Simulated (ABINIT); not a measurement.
# SiO2 (P3_221): G0W0 with ABINIT, start to end, part 3 of 3

Aim: the G0W0 gap of SiO2 (P3_221) on PBE, step by step.

ABINIT 10.8.3; PBE and many-body steps on it, plane waves. Known limits of the many-body steps: not at the basis limit; coarse k mesh.

So far. Step 4 (Empty states on the mesh, 3×3×2 mesh, 221 bands): On this mesh the gap is 6.031 eV. Step 5 (Screening, 3×3×2 mesh, 201 bands, screening to 106.1 eV): Local fields lower ε∞ by 8 %. On a Γ-centred mesh this coarse the value itself is usually too large, while a short band sum pulls it down.

## (6) Self-energy, 3×3×2 mesh, 201 bands, screening to 106.1 eV

The self-energy is evaluated for the states that the input lists, and the levels follow from it, in one-shot runs by the linearised quasiparticle equation.

This step: G0W0 on PBE, plane waves, norm-conserving pseudopotentials.

Input file run.abi:

```
acell 3*1.0 Angstrom
rprim 
  4.916359999971 0.000000000007 0.000000000000
  -2.458179999991 4.257692654122 0.000000000000
  0.000000000000 0.000000000000 5.408400000000
ntypat 2
znucl 14 8
natom 9
typat 1 1 1 2 2 2 2 2 2
xred 
  0.469730000000 0.000000000000 0.666666666667
  0.000000000000 0.469730000000 0.333333333333
  0.530270000000 0.530270000000 -0.000000000000
  0.413540000000 0.267580000000 0.785580000000
  0.732420000000 0.145960000000 0.452246666667
  0.854040000000 0.586460000000 0.118913333333
  0.267580000000 0.413540000000 0.214420000000
  0.145960000000 0.732420000000 0.547753333333
  0.586460000000 0.854040000000 0.881086666667
pp_dirpath "pseudos"
pseudos "Si.upf, O.upf"
ecut 36
ngkpt 3 3 2
nshiftk 1
shiftk 0 0 0
kptopt 1
chksymbreak 0
istwfk *1
occopt 1
irdwfk 1
optdriver 4
nband 201
gwcalctyp 0
ecutsigx 36
symsigma 1
nkptgw 6
kptgw 
  0.0000000000 0.0000000000 0.0000000000
  0.3333333333 0.0000000000 0.0000000000
  0.3333333333 0.3333333333 0.0000000000
  0.0000000000 0.0000000000 0.5000000000
  0.3333333333 0.0000000000 0.5000000000
  0.3333333333 0.3333333333 0.5000000000
bdgw 
  7 30
  7 30
  7 30
  7 30
  7 30
  7 30
ecuteps 3.9
irdscr 1
ppmodel 1
indata_prefix "in"
outdata_prefix "out"
tmpdata_prefix "tmp"
```

Run with:

```sh
OMP_NUM_THREADS=1 mpirun -n 4 abinit run.abi > log
```

Numbers of over 12 decimals in the logs are rounded to 6 here.

The program printed:

```text
.Version 10.8.3 of ABINIT. v10.8.2 released Aug 2026.

 Symmetries : space group P3_2 2 1 (#154); Bravais hP (primitive hexag.)
[... echo of the input left out ...]
== DATASET  1 ==================================================================
-   mpi_nproc: 4, omp_nthreads: 1 (-1 if OMP is not activated)

--- !DatasetInfo
iteration_state: {dtset: 1, }
dimensions: {natom: 9, nkpt: 6, mband: 201, nsppol: 1, nspinor: 1, nspden: 1, mpw: 7935, }
cutoff_energies: {ecut:  36.0, pawecutdg:  -1.0, }
electrons: {nelect:   4.80000000E+01, charge:   0.00000000E+00, occopt:   1.00000000E+00, tsmear:   1.00000000E-02, }

 SIGMA: Calculation of the GW corrections

 Based on a program developped by R.W. Godby, V. Olevano, G. Onida, and L. Reining.
 Incorporated in ABINIT by V. Olevano, G.-M. Rignanese, and M. Torrent.
.Using double precision arithmetic ; gwpc =  8

[... cell and pseudopotentials left out ...]
--------------------------------------------------------------------------------

 ==== K-mesh for the wavefunctions ====
 Number of points in the irreducible wedge :     6
[... list of points left out ...]
 Together with  6 symmetry operations and time-reversal symmetry
 yields    18 points in the full Brillouin Zone.

 ==== Q-mesh for screening function ====
 Number of points in the irreducible wedge :     6
[... list of points left out ...]
 Together with  6 symmetry operations and time-reversal symmetry
 yields    18 points in the full Brillouin Zone.

 vcoul_init : cutoff-mode = AUXILIARY_FUNCTION
 q-points for optical limit:   1
     1)      0.000010    0.000020    0.000030
 setmesh: FFT mesh size selected  =    45x   45x   60
          total number of points  =       121500

 Number of electrons calculated from density =   48.0000; Expected =   48.0000
 average of density, n =  0.062829
 r_s =    1.5605
 omega_plasma =   24.1788 [eV]

 === KS Band Gaps ===
  >>>> For spin  1
   Minimum direct gap =   6.3458 [eV], located at k-point      :   0.0000  0.0000  0.0000
   Fundamental gap    =   6.0307 [eV], Top of valence bands at :   0.3333  0.3333  0.0000
                                       Bottom of conduction at :   0.0000  0.0000  0.0000
 SIGMA fundamental parameters:
 PLASMON POLE MODEL  1
 number of plane-waves for SigmaX                 7935
 number of plane-waves for SigmaC and W            279
 number of plane-waves for wavefunctions          7935
 number of bands                                   201
 number of independent spin polarizations            1
 number of spinorial components                      1
 number of k-points in IBZ                           6
 number of q-points in IBZ                           6
 number of symmetry operations                       6
 number of k-points in BZ                           18
 number of q-points in BZ                           18
 number of frequencies for dSigma/dE                 9
 frequency step for dSigma/dE [eV]                0.25
 number of omega for Sigma on real axis              0
 max omega for Sigma on real axis  [eV]           0.00
 zcut for avoiding poles [eV]                     0.10

 EPSILON^-1 parameters (SCR file):
 dimension of the eps^-1 matrix on file            279
 dimension of the eps^-1 matrix used               279
 number of plane-waves for wavefunctions          7935
 number of bands                                   201
 number of q-points in IBZ                           6
 number of frequencies                               2
 number of real frequencies                          1
 number of imag frequencies                          1

 matrix elements of self-energy operator (all in [eV])

 Perturbative Calculation

--- !SelfEnergy_ee
iteration_state: {dtset: 1, }
kpoint     : [   0.000,    0.000,    0.000, ]
spin       : 1
KS_gap     :    6.346
QP_gap     :    8.944
Delta_QP_KS:    2.598
data: !SigmaeeData |
     Band     E0 <VxcDFT>   SigX SigC(E0)      Z dSigC/dE  Sig(E)    E-E0       E
        7  -8.035 -17.116 -24.280   4.399   0.805  -0.242 -19.342  -2.226 -10.261
        8  -8.035 -17.116 -24.280   4.399   0.805  -0.242 -19.342  -2.226 -10.261
        9  -5.223 -17.954 -24.608   4.179   0.815  -0.227 -19.971  -2.017  -7.240
       10  -5.213 -18.427 -24.891   4.089   0.817  -0.224 -20.367  -1.940  -7.153
       11  -5.033 -18.108 -24.672   4.130   0.816  -0.225 -20.095  -1.987  -7.019
       12  -5.033 -18.108 -24.672   4.130   0.816  -0.225 -20.095  -1.987  -7.019
       13  -2.730 -17.078 -23.517   4.065   0.813  -0.230 -19.009  -1.931  -4.662
       14  -2.730 -17.078 -23.517   4.065   0.813  -0.230 -19.009  -1.931  -4.662
       15  -2.497 -17.435 -23.924   4.147   0.812  -0.232 -19.336  -1.901  -4.398
       16  -2.243 -17.626 -23.937   4.018   0.815  -0.227 -19.495  -1.869  -4.112
[...]
--- !SelfEnergy_ee
iteration_state: {dtset: 1, }
kpoint     : [   0.333,    0.000,    0.000, ]
spin       : 1
KS_gap     :    7.536
QP_gap     :   10.348
Delta_QP_KS:    2.812
data: !SigmaeeData |
     Band     E0 <VxcDFT>   SigX SigC(E0)      Z dSigC/dE  Sig(E)    E-E0       E
[...]
--- !SelfEnergy_ee
iteration_state: {dtset: 1, }
kpoint     : [   0.333,    0.333,    0.000, ]
spin       : 1
KS_gap     :    8.938
QP_gap     :   11.955
Delta_QP_KS:    3.017
data: !SigmaeeData |
     Band     E0 <VxcDFT>   SigX SigC(E0)      Z dSigC/dE  Sig(E)    E-E0       E
[...]
--- !SelfEnergy_ee
iteration_state: {dtset: 1, }
kpoint     : [   0.000,    0.000,    0.500, ]
spin       : 1
KS_gap     :    8.057
QP_gap     :   10.953
Delta_QP_KS:    2.897
data: !SigmaeeData |
     Band     E0 <VxcDFT>   SigX SigC(E0)      Z dSigC/dE  Sig(E)    E-E0       E
[...]
--- !SelfEnergy_ee
iteration_state: {dtset: 1, }
kpoint     : [   0.333,    0.000,    0.500, ]
spin       : 1
KS_gap     :    8.771
QP_gap     :   11.873
Delta_QP_KS:    3.102
data: !SigmaeeData |
     Band     E0 <VxcDFT>   SigX SigC(E0)      Z dSigC/dE  Sig(E)    E-E0       E
[...]
--- !SelfEnergy_ee
iteration_state: {dtset: 1, }
kpoint     : [   0.333,    0.333,    0.500, ]
spin       : 1
KS_gap     :    9.599
QP_gap     :   13.090
Delta_QP_KS:    3.491
data: !SigmaeeData |
     Band     E0 <VxcDFT>   SigX SigC(E0)      Z dSigC/dE  Sig(E)    E-E0       E
[...]
26  10.008 -11.101  -5.961  -3.328   0.865  -0.157  -9.534   1.567  11.575
       27  10.008 -11.101  -5.961  -3.328   0.865  -0.157  -9.534   1.567  11.575
       28  10.316 -11.351  -5.974  -3.511   0.862  -0.160  -9.742   1.609  11.925
       29  10.316 -11.351  -5.974  -3.511   0.862  -0.160  -9.742   1.609  11.925
       30  10.450 -11.938  -6.760  -3.167   0.861  -0.162 -10.207   1.731  12.181

 New Fermi energy :        1.143762E-01 Ha ,    3.112335E+00 eV

 === QP Band Gaps ===
  >>>> For spin  1
   Minimum direct gap =   8.9439 [eV], located at k-point      :   0.0000  0.0000  0.0000
   Fundamental gap    =   8.5452 [eV], Top of valence bands at :   0.3333  0.3333  0.0000
                                       Bottom of conduction at :   0.0000  0.0000  0.0000

== END DATASET(S) ==============================================================
================================================================================

 -outvars: echo values of variables after computation  --------
           etotal      0.0000000000E+00
            nband         201
             nkpt           6
          spgroup         154
 [... the other variables as echoed above ...]

 Calculation completed.
```

Elapsed: 4.7 min, on 4 MPI ranks of Arm Neoverse V1, shared host; peak memory 2.2 GiB.

This step gave:

- G0W0 gap on the mesh: 8.545 eV
- starting gap on the mesh: 6.031 eV
- k of the valence top: 0.3333, 0.3333, 0
- k of the conduction bottom: 0, 0, 0
- Z at the valence top: 0.82
- Z at the conduction bottom: 0.872
- least direct G0W0 gap on the computed points: 8.944 eV

The gap on the mesh goes from 6.03 eV to 8.54 eV, a correction of +2.51 eV.

Limits: finite bands, cutoff and mesh; coarse k mesh. v1 is the top filled band, c1 the lowest empty one. The levels before and after the correction (eV, zero at the valence-band top of each column):

|  | conduction bottom | valence top |
| --- | --- | --- |
| Kohn-Sham | 6.03 | 0.00 |
| G0W0 | 8.54 | 0.00 |

|  | level | energy (eV) |
| --- | --- | --- |
| Kohn-Sham | Γ v3 | -0.683 |
| Kohn-Sham | Γ v2-v1 | -0.315 |
| Kohn-Sham | Γ c1 | 6.031 |
| Kohn-Sham | Γ c2-c3 | 9.328 |
| Kohn-Sham | (0.333 0.333 0) v3-v2 | -0.434 |
| Kohn-Sham | (0.333 0.333 0) v1 | 0.000 |
| Kohn-Sham | (0.333 0.333 0) c1-c2 | 8.938 |
| Kohn-Sham | (0.333 0.333 0) c3 | 9.435 |
| G0W0 | Γ v3 | -0.833 |
| G0W0 | Γ v2-v1 | -0.399 |
| G0W0 | Γ c1 | 8.545 |
| G0W0 | Γ c2-c3 | 12.195 |
| G0W0 | (0.333 0.333 0) v3-v2 | -0.516 |
| G0W0 | (0.333 0.333 0) v1 | 0.000 |
| G0W0 | (0.333 0.333 0) c1-c2 | 11.955 |
| G0W0 | (0.333 0.333 0) c3 | 12.486 |

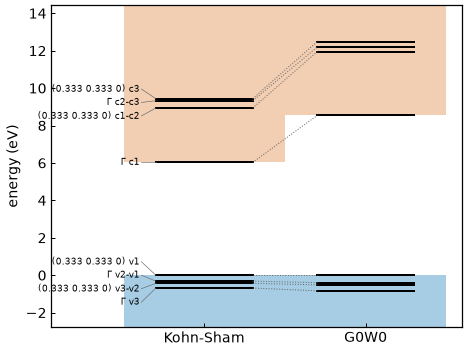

Levels before and after the correction. Shaded: valence and conduction bands.

## (7) Where the time went

Times are wall times on 4 MPI ranks of Arm Neoverse V1, shared host, good to a factor of about two.

| step | time | share | memory (GiB) |
| --- | --- | --- | --- |
| ground state | 80 s | 11 % | 0.48 |
| bands along the symmetry lines | 61 s | 8 % | 0.48 |
| empty states on the mesh | 2.8 min | 23 % | 0.53 |
| screening | 2.1 min | 17 % | 2.2 |
| self-energy | 4.7 min | 40 % | 2.2 |

## (8) Results

```yaml
pbe_gap: 6.03 eV, indirect
g0w0_gap_on_the_mesh: 8.54 eV
gw_settings: 3×3×2 mesh, 201 bands, screening to 106.1 eV, Godby-Needs plasmon pole
known_limits: not at the basis limit; coarse k mesh
```

**Reading.** G0W0 moves the gap on the mesh from 6.03 eV to 8.54 eV (+2.51 eV), with Z of 0.82 and 0.87 at the edges. Local fields lower the RPA ε∞ on this mesh from 2.54 to 2.34; a Γ-centred mesh this coarse tends to raise both, most where the direct gap is narrow, while a short band sum lowers them. The dearest step here is «self-energy». Bands and cutoff are finite, so the gap is not at the basis limit. The miss can reach some tenths of an eV and take either sign; the mesh is an error of its own. The 3×3×2 mesh is coarse for this cell, which bears on the long-range parts of exchange and screening.

[Paths, hosts, dates, memory and timing lines, banners, echoed tables and standing remarks are left out of the program output.]

[Logs are printed without paths, hosts, clocks, repeated set-up lines and the standing remarks that a program may print on its own settings, such as how far it seeks lower states.]

[Runs of the session that timed out or met a known fault of the program may be left out.]

[Hosts, paths, dates, database ids (printed as entryN), source tags and the programs' standing remarks are cut or masked in the printed files.]

[G0W0 gaps are taken among the corrected bands and points alone; a level outside them can change the order at an edge.]

[Where Ansatz stands beside ABINIT at settings called matched, ABINIT's density can come from a denser mesh and the files from another edition; pairs whose starting gaps differed by over 0.03 eV were left out, so agreement reads better than it is.]
